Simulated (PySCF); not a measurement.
```xyz
12

Si    1.8682    0.0786    0.1572
N     0.1272   -0.1504    0.0397
C    -0.6375   -1.2676    0.2001
N    -1.9054   -1.0472    0.0369
C    -2.0246    0.2803   -0.2497
C    -0.7809    0.8350   -0.2493
Cl   -0.2383    2.4241   -0.5292
H     2.3269    0.5516   -1.1446
H     2.3493   -1.2606    0.4785
H     2.1023    1.0405    1.2291
H    -0.2100   -2.2199    0.4384
H    -2.9760    0.7350   -0.4331
```

Geometry: GFN2-xTB.

Level of theory: PySCF 2.14.0, PBE0/def2-SVPD, SCF density, gas phase.

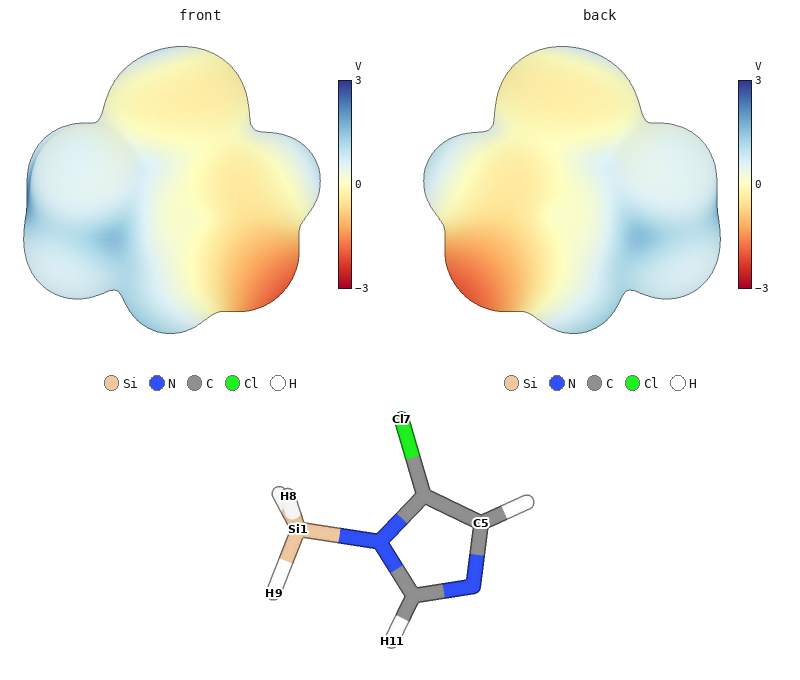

C3H5ClN2Si (SMILES [SiH3]n1cncc1Cl). The electrostatic potential painted on the density surface at 0.002 e/bohr³, seen from the front and from behind; red is negative and blue positive. The bare structure is drawn below in the same view.

Question: Which sites attract a positive test charge, and which a negative one?

Answer: A positive charge is drawn to the negative regions and a negative charge to the positive ones. The most negative region (about −1.9 V, or −44 kcal/mol for a unit charge) lies over N4, the most positive (about +2.1 V, or +48 kcal/mol for a unit charge) over Si1. Cl7 shows a σ-hole: about +0.8 V, or +18 kcal/mol for a unit charge at the tip opposite its bond, against about 0.0 V on its flanks. N4 is the likeliest acceptor of a hydrogen bond.

Question: How polar is the molecule by this calculation?

Answer: Its dipole moment is 3.06 D.
